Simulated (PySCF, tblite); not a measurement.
# CH₈ClSi₃ radical, a small gas-phase stand-in for a defect centre (Si site with back bonds [SiH3], C[SiH3], Cl): EPR parameters

Aim: the EPR parameters of `[SiH3]C[Si]([SiH3])Cl`. It is drawn as: dangling bond.

Computed with tblite 0.8.0 and PySCF 2.14.0; each step states its level. No surroundings beyond the atoms listed, unless a continuum is named. Atoms count from 0, parts from 1.

### Step 1. Starting point

13 atoms, charge 0, multiplicity 2; geometry: distance geometry start.

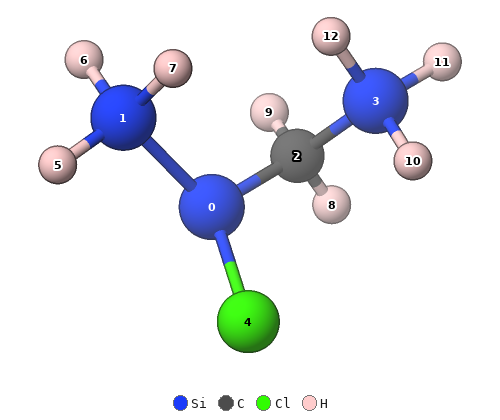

The starting geometry (silicon blue, carbon dark grey, chlorine green, hydrogen pink), atoms numbered.

### Step 2. Relaxing the cluster with GFN2-xTB

Job settings and geometry (Å):

```
{"job": {"kind": "relax", "xc": "GFN2-xTB", "basis": "xTB"}, "charge": 0, "multiplicity": 2}
Si    -0.065978    -1.276465    -0.919839
Si     0.928045    -0.780293     0.988164
C     -1.713035    -0.506913    -1.205878
Si    -1.512221     1.307040    -1.410599
Cl     1.217469    -1.410754    -2.620269
H      2.138469    -1.496964     1.120856
H      0.080881    -1.103061     2.073044
H      1.195845     0.624779     1.018364
H     -2.129357    -0.888428    -2.106136
H     -2.331321    -0.721592    -0.411132
H     -0.656519     1.584399    -2.494608
H     -2.770583     1.910796    -1.643265
H     -0.917669     1.846617    -0.231313
```

With the program's defaults for keys left out, this is: GFN2-xTB geometry optimisation, gas phase.

Launch:

```sh
> OMP_NUM_THREADS=1 python cluster_run.py task.json out
```

One launch serves the whole session: the jobs run in the order shown.

Log:

```text
step      E/eV     max force
  0    -433.08451    2.632
  1    -433.34156    1.903
  2    -433.55525    0.930
  3    -433.59477    0.843
  4    -433.63233    0.593
  5    -433.65310    0.302
  6    -433.66767    0.301
  7    -433.67813    0.352
  8    -433.68550    0.308
  9    -433.69160    0.208
 10    -433.69566    0.176
 11    -433.69787    0.144
 12    -433.69961    0.149
 13    -433.70125    0.105
 14    -433.70294    0.126
 15    -433.70474    0.112
 16    -433.70649    0.119
 17    -433.70809    0.119
 18    -433.70958    0.102
 19    -433.71088    0.103
 20    -433.71183    0.077
 21    -433.71254    0.066
 22    -433.71318    0.068
 23    -433.71384    0.077
 24    -433.71452    0.079
 25    -433.71507    0.053
 26    -433.71544    0.045
 27    -433.71573    0.044
 28    -433.71604    0.044
 29    -433.71643    0.060
 30    -433.71690    0.078
 31    -433.71747    0.099
 32    -433.71810    0.101
 33    -433.71863    0.070
 34    -433.71897    0.039
 35    -433.71922    0.037
 36    -433.71949    0.059
 37    -433.71980    0.070
 38    -433.72009    0.057
 39    -433.72028    0.029
 40    -433.72042    0.035
 41    -433.72059    0.051
 42    -433.72086    0.055
 43    -433.72115    0.046
 44    -433.72133    0.026
 45    -433.72141    0.024
 46    -433.72148    0.023
 47    -433.72159    0.028
 48    -433.72174    0.037
 49    -433.72188    0.028
 50    -433.72195    0.017
 51    -433.72199    0.014
 52    -433.72203    0.026
 53    -433.72210    0.039
 54    -433.72221    0.043
 55    -433.72229    0.029
 56    -433.72234    0.015
 57    -433.72236    0.014
 58    -433.72240    0.018
 59    -433.72245    0.028
 60    -433.72251    0.026
 61    -433.72254    0.012
 62    -433.72256    0.011
 63    -433.72257    0.013
 64    -433.72259    0.018
 65    -433.72263    0.023
 66    -433.72267    0.021
 67    -433.72270    0.014
 68    -433.72271    0.010
 69    -433.72272    0.015
 70    -433.72275    0.023
 71    -433.72279    0.028
 72    -433.72284    0.024
 73    -433.72288    0.014
 74    -433.72290    0.011
 75    -433.72292    0.014
 76    -433.72295    0.022
 77    -433.72299    0.027
 78    -433.72304    0.022
 79    -433.72307    0.011
 80    -433.72308    0.009
 81    -433.72309    0.009
 82    -433.72310    0.013
 83    -433.72312    0.019
 84    -433.72316    0.022
 85    -433.72319    0.017
 86    -433.72321    0.011
 87    -433.72322    0.007
```

It took 3.7 s on 1 thread of Arm Neoverse V1, shared host.

Along the way:

| step | energy from step 0 (eV) | largest force (eV/Å) |
| --- | --- | --- |
| 0 | 0.0000 | 2.6326 |
| 3 | -0.5103 | 0.8436 |
| 6 | -0.5832 | 0.3009 |
| 9 | -0.6071 | 0.2078 |
| 12 | -0.6151 | 0.1495 |
| 15 | -0.6202 | 0.1125 |
| 18 | -0.6251 | 0.1015 |
| 21 | -0.6280 | 0.0657 |
| 24 | -0.6300 | 0.0791 |
| 27 | -0.6312 | 0.0446 |
| 30 | -0.6324 | 0.0782 |
| 33 | -0.6341 | 0.0698 |
| 36 | -0.6350 | 0.0588 |
| 39 | -0.6358 | 0.0287 |
| 42 | -0.6363 | 0.0553 |
| 45 | -0.6369 | 0.0239 |
| 48 | -0.6372 | 0.0379 |
| 51 | -0.6375 | 0.0140 |
| 54 | -0.6377 | 0.0428 |
| 57 | -0.6378 | 0.0147 |
| 60 | -0.6380 | 0.0256 |
| 63 | -0.6381 | 0.0124 |
| 66 | -0.6382 | 0.0208 |
| 69 | -0.6382 | 0.0145 |
| 72 | -0.6383 | 0.0239 |
| 75 | -0.6384 | 0.0145 |
| 78 | -0.6385 | 0.0227 |
| 81 | -0.6386 | 0.0082 |
| 84 | -0.6386 | 0.0222 |
| 87 | -0.6387 | 0.0066 |

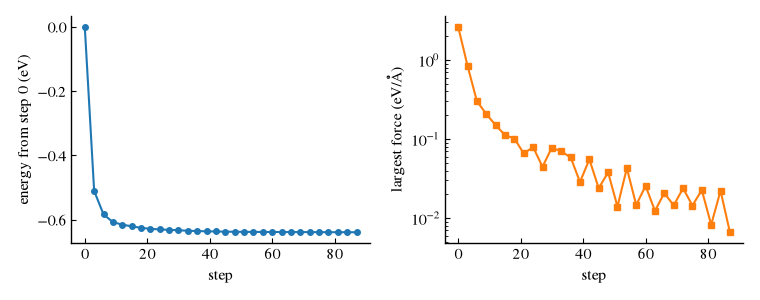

Energy and force, step by step.

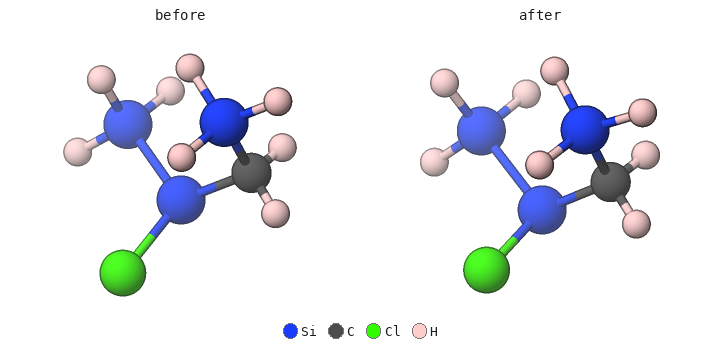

Before and after, at one scale.

Close pairs (by a distance rule), those that changed most:

| bond | before (Å) | after (Å) | change (Å) |
| --- | --- | --- | --- |
| Si0–Si1 | 2.208 | 2.301 | +0.094 |
| Si0–C2 | 1.840 | 1.915 | +0.074 |
| C2–Si3 | 1.836 | 1.909 | +0.072 |
| Si0–Cl4 | 2.135 | 2.072 | -0.063 |
| C2–H9 | 1.030 | 1.091 | +0.061 |
| Si1–H5 | 1.413 | 1.466 | +0.053 |
| Si3–H10 | 1.409 | 1.462 | +0.053 |
| Si1–H6 | 1.414 | 1.467 | +0.053 |

### Step 3. Optimising the geometry at PBE0-D3(BJ)/def2-SVP

Job settings and geometry (Å):

```
{"job": {"xc": "PBE0", "basis": "def2-SVP", "d3": "d3bj", "grid": 2, "kind": "geom", "shake": 0.01}, "charge": 0, "multiplicity": 2}
Si     0.444459    -1.395777    -0.257374
Si     1.545575    -0.735740     1.638385
C     -1.231061    -0.458341    -0.667369
Si    -1.030629     1.434928    -0.897326
Cl     1.570300    -1.135416    -1.979374
H      2.719605    -1.592280     1.796607
H      0.646162    -0.995376     2.757099
H      2.054130     0.647817     1.830065
H     -1.655827    -0.874177    -1.542154
H     -1.924341    -0.651923     0.155693
H     -0.158215     1.733614    -1.983943
H     -2.383449     1.981640    -1.187807
H     -0.586498     2.023659     0.344902
```

Log:

```text
step   0  E = -1370.58980223  max force = 0.036349
step   1  E = -1370.59984149  max force = 0.004984
step   2  E = -1370.60022279  max force = 0.001745
step   3  E = -1370.60028243  max force = 0.000433
step   4  E = -1370.60029803  max force = 0.000384
step   5  E = -1370.60032209  max force = 0.000580
step   6  E = -1370.60033350  max force = 0.000601
step   7  E = -1370.60034591  max force = 0.000395
optimisation converged
```

Run time: 2.2 min. Hardware: 1 thread of Arm Neoverse V1, shared host; peak memory 0.69 GiB.

The steps of the relaxation:

| step | energy from step 0 (eV) | largest force component (eV/Å) |
| --- | --- | --- |
| 0 | 0.0000 | 1.8691 |
| 1 | -0.2732 | 0.2563 |
| 2 | -0.2836 | 0.0897 |
| 3 | -0.2852 | 0.0223 |
| 4 | -0.2856 | 0.0197 |
| 5 | -0.2863 | 0.0298 |
| 6 | -0.2866 | 0.0309 |
| 7 | -0.2869 | 0.0203 |

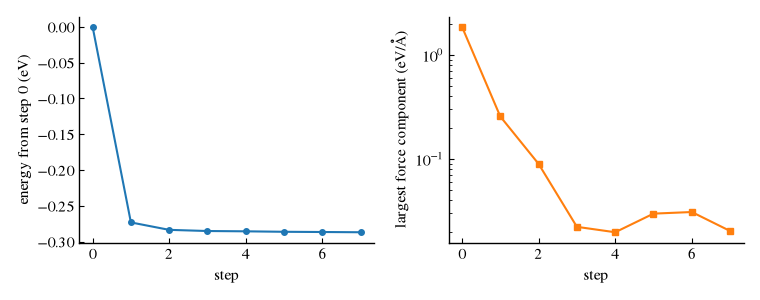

Energy and largest force along the relaxation.

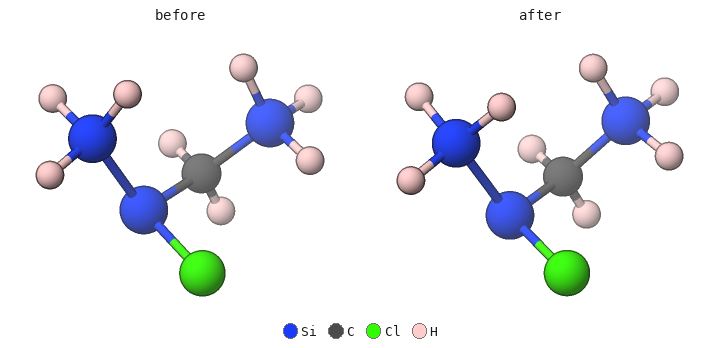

The geometry before (left) and after (right).

Distances of close pairs at the start and the end, largest changes first:

| bond | before (Å) | after (Å) | change (Å) |
| --- | --- | --- | --- |
| Si0–C2 | 1.963 | 1.881 | -0.083 |
| Si3–H10 | 1.425 | 1.491 | +0.066 |
| Si0–Si1 | 2.290 | 2.348 | +0.059 |
| Si3–H12 | 1.445 | 1.495 | +0.051 |
| C2–H8 | 1.058 | 1.103 | +0.046 |
| Si1–H6 | 1.459 | 1.496 | +0.037 |
| Si1–H5 | 1.462 | 1.493 | +0.031 |
| C2–Si3 | 1.918 | 1.891 | -0.027 |

The final coordinates are the input of the step that follows.

| at the end point | value |
| --- | --- |
| point group (found at 0.08 Å tolerance) | C1 |
| rotational constants (GHz, main isotopes) | 1.826, 1.365, 0.956 |
| dipole moment (D) | 1.81 |
| ⟨S²⟩ | 0.753 |

### Step 4. g tensor and hyperfine couplings: B3LYP/IGLO-III+pcH-1

Job settings and geometry (Å):

```
{"job": {"kind": "epr"}, "charge": 0, "multiplicity": 2}
Si     0.384621    -1.401473    -0.376379
Si     1.528654    -0.753491     1.569037
C     -1.227107    -0.482088    -0.682810
Si    -1.054233     1.399666    -0.750297
Cl     1.674001    -1.029586    -1.980845
H      2.693956    -1.668724     1.753262
H      0.609015    -0.881479     2.742249
H      2.023106     0.656238     1.483610
H     -1.676249    -0.844583    -1.623007
H     -1.921497    -0.742527     0.135702
H     -0.125428     1.799970    -1.846013
H     -2.386737     2.040196    -0.977713
H     -0.508013     1.887397     0.553477
```

Method: UKS B3LYP, IGLO-III on C Cl Si, pcH-1 on H, non-relativistic, mean-field spin-orbit, GIAO.

Log:

```text
UKS, coarse grid
  cycle   1  E = -1371.68610052  |g| = 3.49e-01
  cycle   2  E = -1371.65077815  |g| = 4.10e-01
  cycle   3  E = -1371.73605090  |g| = 6.00e-02
  cycle   4  E = -1371.73776842  |g| = 1.62e-02
  cycle   5  E = -1371.73789282  |g| = 6.23e-03
  cycle   6  E = -1371.73791140  |g| = 2.32e-03
  cycle   7  E = -1371.73791569  |g| = 6.26e-04
UKS, final grid
  cycle   1  E = -1371.73791322  |g| = 8.39e-04
  cycle   2  E = -1371.73791276  |g| = 1.25e-03
  cycle   3  E = -1371.73791363  |g| = 8.55e-05
  cycle   4  E = -1371.73791363  |g| = 2.19e-05
E = -1371.73791363 Eh   <S^2> = 0.7525 (exact 0.7500)
g shifts (ppm)      1          2          3
  rmc          -164       -164       -164
  gc             17         80         63
  oz_so        -142       4425       7077
  total        -289       4341       6976
hyperfine (MHz)  atom isotope    a_iso     a_fc   dipolar eigenvalues
    0  29Si    -544.31    -545.14   -146.95     72.78     74.17
    1  29Si     -87.05     -87.20    -19.91      8.50     11.41
    2   13C      16.66      16.60     -5.43     -4.85     10.28
    3  29Si     -42.34     -42.41     -8.59      3.83      4.76
    4  35Cl      13.38      13.12    -17.22    -15.86     33.08
    5    1H      -5.62      -5.63     -2.59     -1.22      3.81
    6    1H      -3.36      -3.36     -2.51     -1.13      3.64
    7    1H      60.19      60.19     -2.49     -0.14      2.63
    8    1H      12.00      11.98     -4.47     -2.34      6.81
    9    1H       0.34       0.32     -4.23     -1.92      6.15
   10    1H      -1.23      -1.23     -1.39     -0.59      1.98
   11    1H      21.36      21.36     -1.14     -0.45      1.59
   12    1H      -1.23      -1.23     -1.79     -0.51      2.30
```

Wall time 2.1 min (1 thread of Arm Neoverse V1, shared host); peak memory 0.92 GiB.

Principal g values 2.00203, 2.00666, 2.00930; g(iso) = 2.00600, against 2.00232 for a free electron.

Hyperfine couplings, nucleus by nucleus at this fixed geometry (no averaging over rotations):

| nuclei | isotope | a(iso) (MHz) | a(iso) (G, at g = 2.0023) | largest dipolar term (MHz) |
| --- | --- | --- | --- | --- |
| Si0 | 29Si | -544.3 | -194.2 | -147.0 |
| Si1 | 29Si | -87.0 | -31.1 | -19.9 |
| H7 | 1H | 60.2 | 21.5 | 2.6 |
| Si3 | 29Si | -42.3 | -15.1 | -8.6 |
| H11 | 1H | 21.4 | 7.6 | 1.6 |
| C2 | 13C | 16.7 | 5.9 | 10.3 |
| Cl4 | 35Cl | 13.4 | 4.8 | 33.1 |
| H8 | 1H | 12.0 | 4.3 | 6.8 |
| H5 | 1H | -5.6 | -2.0 | 3.8 |
| H6 | 1H | -3.4 | -1.2 | 3.6 |
| H12 | 1H | -1.2 | -0.4 | 2.3 |
| H10 | 1H | -1.2 | -0.4 | 2.0 |
| H9 | 1H | 0.3 | 0.1 | 6.2 |

Mulliken spin populations:

Si0 0.79; Si1 0.06; C2 0.01; Si3 0.03; Cl4 0.07; H5 0.00; H6 0.00; H7 0.03; H8 0.00; H9 0.00; H10 0.00; H11 0.01; H12 0.00

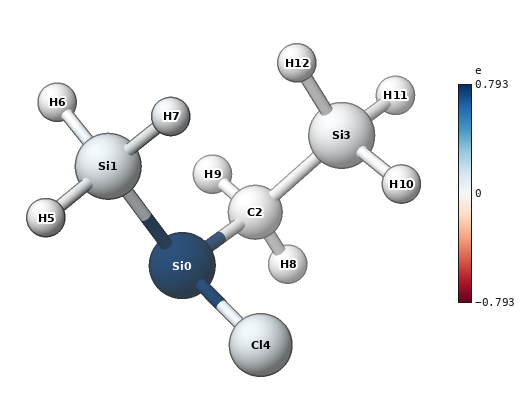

Mulliken spin populations, as colours on the atoms.

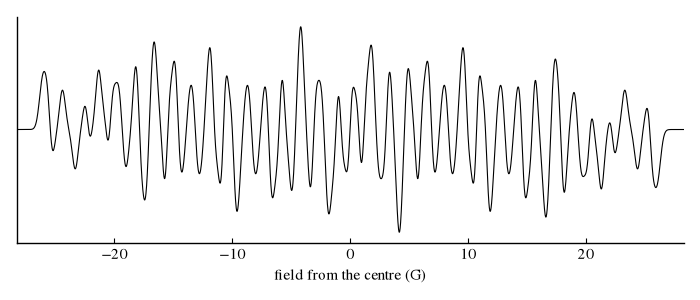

First-order isotropic spectrum (first derivative, main isotopes with spin only, couplings over 0.8 MHz, Gaussian width 0.3 G; couplings of the frozen geometry, rotation of groups not averaged beyond the rows shown).

### Step 5. EPR parameters: BHandHLYP/IGLO-III+pcH-1

Settings changed since step 4:

```diff
@@ -1,2 +1,2 @@
-{"job": {"kind": "epr"}, "charge": 0, "multiplicity": 2}
+{"job": {"kind": "epr", "xc": "BHandHLYP"}, "charge": 0, "multiplicity": 2}
 Si     0.384621    -1.401473    -0.376379
```

With the program's defaults for keys left out, this is: UKS BHandHLYP, IGLO-III on C Cl Si, pcH-1 on H, non-relativistic, mean-field spin-orbit, GIAO.

Log:

```text
UKS, coarse grid
  cycle   1  E = -1371.57563817  |g| = 2.77e-01
  cycle   2  E = -1371.59790916  |g| = 2.10e-01
  cycle   3  E = -1371.61952533  |g| = 3.78e-02
  cycle   4  E = -1371.62042951  |g| = 8.85e-03
  cycle   5  E = -1371.62052139  |g| = 3.78e-03
  cycle   6  E = -1371.62053596  |g| = 1.29e-03
  cycle   7  E = -1371.62053875  |g| = 6.33e-04
UKS, final grid
  cycle   1  E = -1371.62053923  |g| = 6.08e-04
  cycle   2  E = -1371.62053929  |g| = 6.20e-04
  cycle   3  E = -1371.62053950  |g| = 6.99e-05
  cycle   4  E = -1371.62053952  |g| = 3.95e-05
  cycle   5  E = -1371.62053952  |g| = 6.22e-06
E = -1371.62053952 Eh   <S^2> = 0.7540 (exact 0.7500)
g shifts (ppm)      1          2          3
  rmc          -164       -164       -164
  gc             17         81         63
  oz_so        -148       3730       6196
  total        -295       3646       6095
hyperfine (MHz)  atom isotope    a_iso     a_fc   dipolar eigenvalues
    0  29Si    -584.88    -585.75   -153.13     75.21     77.92
    1  29Si     -87.56     -87.71    -20.01      8.04     11.98
    2   13C      18.47      18.42     -5.20     -4.67      9.87
    3  29Si     -40.57     -40.63     -8.13      3.43      4.70
    4  35Cl      16.76      16.54    -16.31    -14.87     31.18
    5    1H      -6.71      -6.71     -2.58     -1.26      3.85
    6    1H      -3.67      -3.67     -2.47     -1.17      3.64
    7    1H      59.07      59.07     -2.38     -0.16      2.54
    8    1H      11.55      11.54     -4.48     -2.47      6.95
    9    1H       0.27       0.26     -4.25     -2.08      6.33
   10    1H      -1.30      -1.30     -1.35     -0.65      2.00
   11    1H      19.79      19.79     -1.06     -0.45      1.51
   12    1H      -1.19      -1.19     -1.75     -0.57      2.32
```

It took 2.1 min on 1 thread of Arm Neoverse V1, shared host; peak memory 1 GiB.

In short: g(iso) 2.00547.

### Step 6. Comparing the runs: EPR parameters

g, ⟨S²⟩ and isotropic hyperfine couplings (MHz), with basis size and wall time:

| run | g(iso) | ⟨S²⟩ | 29Si Si0 | 29Si Si1 | 1H H7 | 29Si Si3 | 1H H11 | functions | time |
| --- | --- | --- | --- | --- | --- | --- | --- | --- | --- |
| B3LYP/IGLO-III+pcH-1 | 2.00600 | 0.752 | -544.3 | -87.0 | 60.2 | -42.3 | 21.4 | 291 | 2.1 min |
| BHandHLYP/IGLO-III+pcH-1 | 2.00547 | 0.754 | -584.9 | -87.6 | 59.1 | -40.6 | 19.8 | 291 | 2.1 min |

### Step 7. Results

| quantity | value |
| --- | --- |
| point group | C1 |
| rotational constants (main isotopes) | 1.83, 1.37, 0.96 GHz |
| g(iso) (B3LYP) | 2.00600 |
| ⟨S²⟩ | 0.752 (exact 0.75) |
| largest a(iso) | 29Si on Si0, -544.3 MHz |

The start of the PBE0/def2-SVP relaxation was shaken at random by about 0.01 Å, so part of the energy gained, and of the first lengths quoted, undoes that. Relaxing lowered the energy by 0.287 eV in 7 steps; the close pair that moved most is Si0–C2, from 1.963 to 1.881 Å (PBE0/def2-SVP). Si0 carries the largest spin population, 0.79 e. The isotropic g lies 3.7 ppt above the free-electron value. The coupling of 29Si on Si0 runs from -584.9 (BHandHLYP/IGLO-III+pcH-1) to -544.3 MHz (B3LYP/IGLO-III+pcH-1). A capped cluster stands for the solid here, so long-range fields and strain are missing, and bands or shifts of the capping hydrogens have no counterpart in it.
